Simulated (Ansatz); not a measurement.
Geometry relaxation, with input and output: SnH5F (part 1 of 2)

System: SnH5F.
Method: RKS PBE0/def2-SVP (Ansatz 0.2.0).

It belongs to a series of runs on one base structure; here: end point B relaxed. Figures and captions count atoms from 1; the log counts them from 0 in places.

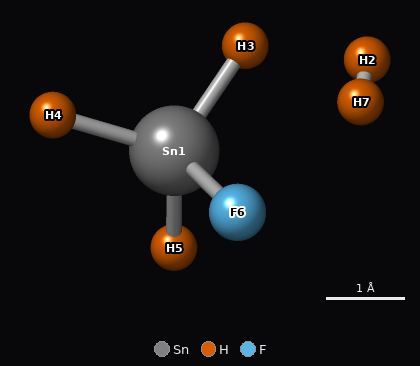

**Figure 1.** The input geometry (ball-and-stick view, seen at a tilt; atoms are numbered from 1 in the order of the input). Sticks mark near contacts.

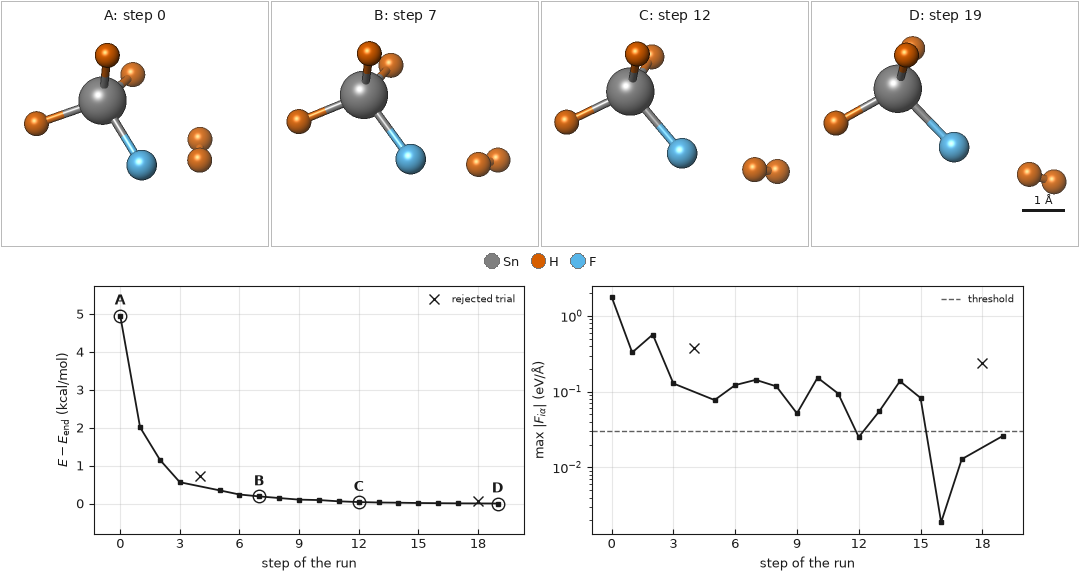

**Figure 2.** Frames of the relaxation (ball-and-stick view, seen at a tilt) above the curves, on which the letters mark them (the first geometry is step 0 here and step 1 in the log).

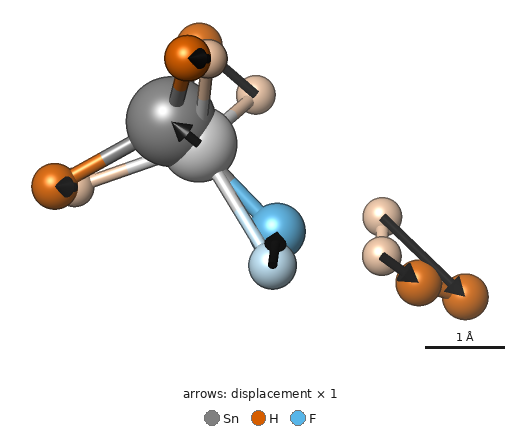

**Figure 3.** Start (faint) and end (solid) with the displacements as black arrows, at true length (ball-and-stick view, seen at a tilt). The two geometries are laid on each other by the best rigid fit. The energy falls by 4.96 kcal/mol in 19 geometry steps. The largest force component goes from 1.8 to 0.026 eV/Å. The line search rejected the trial steps at points 4, 18 (counted from 0) and went back. The atom that moves furthest after the best rigid fit is H2 (1.47 Å). Largest moves by element: H 1.47 Å, F 0.67 Å, Sn 0.46 Å. Distances before and after: H2–H7 0.718 → 0.764 Å, Sn1–F6 1.907 → 1.952 Å. Among the angles that change: H3–Sn1–F6 109.9° → 105.1°. (Atoms are counted from 1 in the order of the input.)

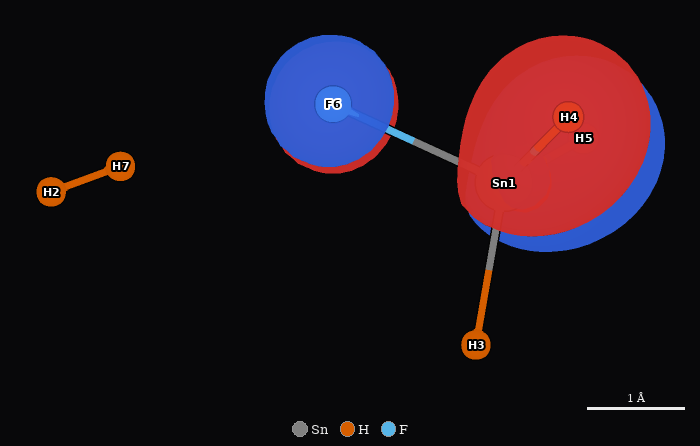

**Figure 4.** The HOMO at ±0.15 Å⁻³ᐟ² (red and blue are the two phases), seen at a tilt. It lies mainly on F6 (30 %), Sn1 (30 %), H4 (20 %) and H5 (20 %). Its energy is −9.31 eV.

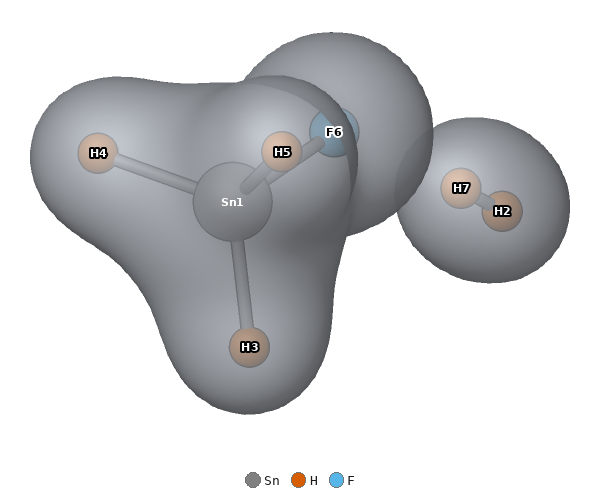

**Figure 5.** Isosurface of the electron density at 0.1 e/Å³ (grey), seen at an oblique angle. At this value the surface falls into two separate pieces. It is pinched off along the F···H (2.29 Å) contacts. On the grid the lowest density along these lines, outside the cores, is 0.08 e/Å³ (F···H, 2.29 Å), 0.68 e/Å³ (Sn–F, 1.95 Å), 1.7 e/Å³ (H–H, 0.76 Å) and 0.74 e/Å³ (Sn–H, 1.71 Å).

The input that produced these results follows, with the program's output.

## The input
```yaml
crystal:
  periodic: [false, false, false]
  atoms:
    - { symbol: Sn, position_ang: [-0.471283, 0.0, -0.449861] }
    - { symbol: H, position_ang: [0.159186, 0.0, 2.432487] }
    - { symbol: H, position_ang: [1.031247, 0.0, 0.356772] }
    - { symbol: H, position_ang: [-0.705141, 1.433441, -1.35254] }
    - { symbol: H, position_ang: [-0.705141, -1.433441, -1.35254] }
    - { symbol: F, position_ang: [-1.892531, 0.0, 0.821844] }
    - { symbol: H, position_ang: [-0.557637, 0.0, 2.473138] }
basis:
  gaussian: { orbitals: def2-SVP }
hamiltonian:
  xc: pbe0
relax:
  f_tol: 0.03
  max_steps: 50
output:
  orbitals: {}
```

Launch command:
```bash
ansatz run input.yaml --threads 1 --pin off --max-ram 2048MiB --backend cpu --events-out ev --progress --plain --runs-dir out
```

## The program's output
```
The last accepted step is kept in [file] (removed where the run ends without a failure and the disk answers)
Engine: ansatz 0.2.0, x86_64-unknown-linux-gnu
Functional definition: PBE0
  parameter a = 0.25
  parameter kappa = 0.804
  parameter beta = 0.06672455060314922
  exchange = (1 - a)*pbe_x(kappa = kappa, mu = beta*pi^2/3) + a*exact_x
  correlation = pbe_c(beta = beta)
782 factors; integrals over basis functions are off by at most 3.3e-4 eV
mean field evaluation 1: about -8621.8522 eV, gradient 3.3e1 eV
mean field evaluation 2: about -8617.3303 eV, gradient 6.3e1 eV
mean field evaluation 4: about -8623.7157 eV, gradient 9.3e-1 eV
mean field evaluation 8: about -8623.7395 eV, gradient 6.3e-3 eV
mean field -8623.73951352 eV, -316.9165817414 hartree, gradient 2.9e-5 eV, S^2 0.000000; 0 other end points of the search recorded, 0 dependent functions left out
the calculation of the forces begins
reference -8623.73954167 eV, -316.9165827759 hartree; 18, 18 occupied and 47, 47 virtual orbitals, 782 factors
relax step   1: F+E_penalty+E_count = -8623.73951352 eV  Δ(F+E_penalty+E_count) = +0.000e0 eV  max|allowed force component| = 1.795e0 eV/Å  Δτ_max = 0.0000 Å  (24 SCF iters, accepted)
these checks for a lower state are left out or cut short: starts, cluster_reference, orbital_swaps, neighbouring_geometries, increment
782 factors; integrals over basis functions are off by at most 3.3e-4 eV
mean field evaluation 16: about -8623.8478 eV, gradient 2.6e-2 eV
mean field -8623.86731351 eV, -316.9212783043 hartree, gradient 4.2e-6 eV, S^2 0.000000; 0 other end points of the search recorded, 0 dependent functions left out
[... from here on the field's lines of each further geometry are left out, up to the last ...]
relax step   2: F+E_penalty+E_count = -8623.86731351 eV  Δ(F+E_penalty+E_count) = -1.278e-1 eV  max|allowed force component| = 3.297e-1 eV/Å  Δτ_max = 0.1980 Å  (27 SCF iters, accepted)
relax step   3: F+E_penalty+E_count = -8623.90453372 eV  Δ(F+E_penalty+E_count) = -3.722e-2 eV  max|allowed force component| = 5.691e-1 eV/Å  Δτ_max = 0.1950 Å  (28 SCF iters, accepted)
relax step   4: F+E_penalty+E_count = -8623.93009686 eV  Δ(F+E_penalty+E_count) = -2.556e-2 eV  max|allowed force component| = 1.284e-1 eV/Å  Δτ_max = 0.2000 Å  (28 SCF iters, accepted)
relax step   5: F+E_penalty+E_count = -8623.92247251 eV  Δ(F+E_penalty+E_count) = +7.624e-3 eV  max|allowed force component| = 3.791e-1 eV/Å  Δτ_max = 0.2000 Å  (28 SCF iters, rejected (line search))
relax step   6: F+E_penalty+E_count = -8623.93940205 eV  Δ(F+E_penalty+E_count) = -9.305e-3 eV  max|allowed force component| = 7.753e-2 eV/Å  Δτ_max = 0.0999 Å  (29 SCF iters, accepted)
relax step   7: F+E_penalty+E_count = -8623.94415589 eV  Δ(F+E_penalty+E_count) = -4.754e-3 eV  max|allowed force component| = 1.222e-1 eV/Å  Δτ_max = 0.1000 Å  (28 SCF iters, accepted)
relax step   8: F+E_penalty+E_count = -8623.94632654 eV  Δ(F+E_penalty+E_count) = -2.171e-3 eV  max|allowed force component| = 1.434e-1 eV/Å  Δτ_max = 0.0988 Å  (28 SCF iters, accepted)
relax step   9: F+E_penalty+E_count = -8623.94820059 eV  Δ(F+E_penalty+E_count) = -1.874e-3 eV  max|allowed force component| = 1.176e-1 eV/Å  Δτ_max = 0.0591 Å  (28 SCF iters, accepted)
relax step  10: F+E_penalty+E_count = -8623.95001296 eV  Δ(F+E_penalty+E_count) = -1.812e-3 eV  max|allowed force component| = 5.171e-2 eV/Å  Δτ_max = 0.1011 Å  (28 SCF iters, accepted)
relax step  11: F+E_penalty+E_count = -8623.95051100 eV  Δ(F+E_penalty+E_count) = -4.980e-4 eV  max|allowed force component| = 1.532e-1 eV/Å  Δτ_max = 0.1506 Å  (27 SCF iters, accepted)
relax step  12: F+E_penalty+E_count = -8623.95194054 eV  Δ(F+E_penalty+E_count) = -1.430e-3 eV  max|allowed force component| = 9.461e-2 eV/Å  Δτ_max = 0.0190 Å  (22 SCF iters, accepted)
relax step  13: F+E_penalty+E_count = -8623.95280116 eV  Δ(F+E_penalty+E_count) = -8.606e-4 eV  max|allowed force component| = 2.516e-2 eV/Å  Δτ_max = 0.0364 Å  (29 SCF iters, accepted)
relax step  14: F+E_penalty+E_count = -8623.95328733 eV  Δ(F+E_penalty+E_count) = -4.862e-4 eV  max|allowed force component| = 5.532e-2 eV/Å  Δτ_max = 0.0752 Å  (28 SCF iters, accepted)
relax step  15: F+E_penalty+E_count = -8623.95353823 eV  Δ(F+E_penalty+E_count) = -2.509e-4 eV  max|allowed force component| = 1.378e-1 eV/Å  Δτ_max = 0.0989 Å  (28 SCF iters, accepted)
relax step  16: F+E_penalty+E_count = -8623.95387528 eV  Δ(F+E_penalty+E_count) = -3.371e-4 eV  max|allowed force component| = 8.279e-2 eV/Å  Δτ_max = 0.0070 Å  (22 SCF iters, accepted)
relax step  17: F+E_penalty+E_count = -8623.95408155 eV  Δ(F+E_penalty+E_count) = -2.063e-4 eV  max|allowed force component| = 1.881e-3 eV/Å  Δτ_max = 0.0152 Å  (22 SCF iters, accepted)
relax step  18: F+E_penalty+E_count = -8623.95426599 eV  Δ(F+E_penalty+E_count) = -1.844e-4 eV  max|allowed force component| = 1.283e-2 eV/Å  Δτ_max = 0.0640 Å  (28 SCF iters, accepted)
relax step  19: F+E_penalty+E_count = -8623.95189584 eV  Δ(F+E_penalty+E_count) = +2.370e-3 eV  max|allowed force component| = 2.425e-1 eV/Å  Δτ_max = 0.1892 Å  (28 SCF iters, rejected (line search))
the calculation of the forces begins
reference -8623.95448468 eV, -316.9244817858 hartree; 18, 18 occupied and 47, 47 virtual orbitals, 782 factors
relax step  20: F+E_penalty+E_count = -8623.95445365 eV  Δ(F+E_penalty+E_count) = -1.877e-4 eV  max|allowed force component| = 2.609e-2 eV/Å  Δτ_max = 0.0573 Å  (28 SCF iters, accepted)
782 factors; integrals over basis functions are off by at most 5.0e-4 eV
mean field -8623.95445365 eV, -316.9244806453 hartree, gradient 4.3e-6 eV, S^2 0.000000; 1 other end points of the search recorded, 0 dependent functions left out
the calculation of the forces begins
reference -8623.95448468 eV, -316.9244817858 hartree; 18, 18 occupied and 47, 47 virtual orbitals, 782 factors
Total energy: -8623.95448468 eV, -316.9244817858 hartree
Atom 0 at    -0.382560     0.000000    -0.900995 Å, force     0.001111     0.000000     0.015956 eV/Å
Atom 1 at    -0.348983    -0.000000     3.792006 Å, force    -0.010999    -0.000000    -0.025064 eV/Å
Atom 2 at     1.298236     0.000000    -0.594730 Å, force    -0.010085     0.000000    -0.004092 eV/Å
Atom 3 at    -0.942362     1.428715    -1.650581 Å, force     0.001115     0.000528     0.003681 eV/Å
Atom 4 at    -0.942362    -1.428715    -1.650581 Å, force     0.001115    -0.000528     0.003681 eV/Å
Atom 5 at    -1.219620     0.000000     0.862047 Å, force     0.006687    -0.000000    -0.020250 eV/Å
Atom 6 at    -0.603648    -0.000000     3.072135 Å, force     0.011056    -0.000000     0.026088 eV/Å
Dipole moment:     0.241881     0.000000    -0.608505 e Å
```

## Trajectory as extended XYZ (Å, eV, eV/Å), 20 frames, from step=1 to step=20
```
7
Properties=species:S:1:pos:R:3:forces:R:3 step=1 energy=-8623.73951
Sn   -0.4713    0.0000   -0.4499    0.8332   0.0000  -1.0341
H     0.1592    0.0000    2.4325    1.7953   0.0000   0.2140
H     1.0312    0.0000    0.3568    0.0073   0.0000  -0.0151
H    -0.7051    1.4334   -1.3525   -0.0329  -0.0083   0.0047
H    -0.7051   -1.4334   -1.3525   -0.0329   0.0083   0.0047
F    -1.8925    0.0000    0.8218   -0.8853   0.0000   0.6357
H    -0.5576    0.0000    2.4731   -1.6846   0.0000   0.1900
7
Properties=species:S:1:pos:R:3:forces:R:3 step=2 energy=-8623.86731
Sn   -0.4667    0.0000   -0.5270    0.1422   0.0000  -0.1214
H     0.2095    0.0000    2.6240   -0.3127   0.0000   0.1429
H     1.0225    0.0000    0.3143   -0.0548   0.0000  -0.0425
H    -0.7185    1.4477   -1.3904   -0.0120   0.0058  -0.0824
H    -0.7185   -1.4477   -1.3904   -0.0120  -0.0058  -0.0824
F    -1.9144    0.0000    0.7720   -0.0804   0.0000   0.1226
H    -0.5552    0.0000    2.5269    0.3297   0.0000   0.0632
```
